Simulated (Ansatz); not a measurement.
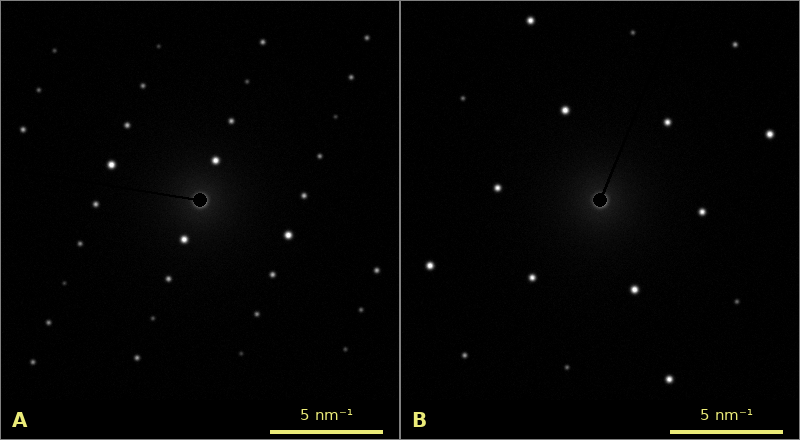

Kinematic electron diffraction patterns (120 kV, B = 0.5 Å², same scale, each along a low-index zone) of two structures of composition AlP2, each relaxed at zero pressure with Ansatz, DFT PBE, scalar-relativistic, plane waves, PAW.

The structures (standard cells):
1. Fddd (No. 70), a = 4.879 Å, b = 8.748 Å, c = 9.245 Å, 24 atoms; generated start, possibly hypothetical
2. I4/mmm (No. 139), a = 3.302 Å, c = 10.462 Å, 6 atoms; generated start, possibly hypothetical

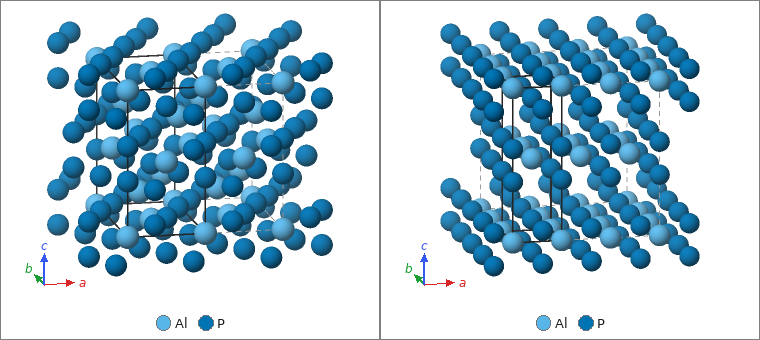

Drawings of the structures 1 to 2, from left to right (each may span several cells).

Q: Which pattern belongs to which structure, and along which zone?

A: A is structure 2 along [110] or an equivalent direction: rectangular net of 0 0 2 at d = 5.23 Å and 1 -1 0 at d = 2.34 Å, 90.0° apart. B is structure 1 along [010]: centred rectangular net of 0 0 4 at d = 2.31 Å and 2 0 2 at d = 2.16 Å, 62.2° apart (some points of this net are extinct or too weak to see).

Q: Which structure lies lowest at this level of theory, and by how much?

A: Structure 2 (I4/mmm, 19.01 Å³ an atom) is the lowest of these; structure 1 (Fddd, 16.44 Å³ an atom) lies about 75 meV an atom higher. These are static energies at 0 K; other structures, not shown, may lie lower still.
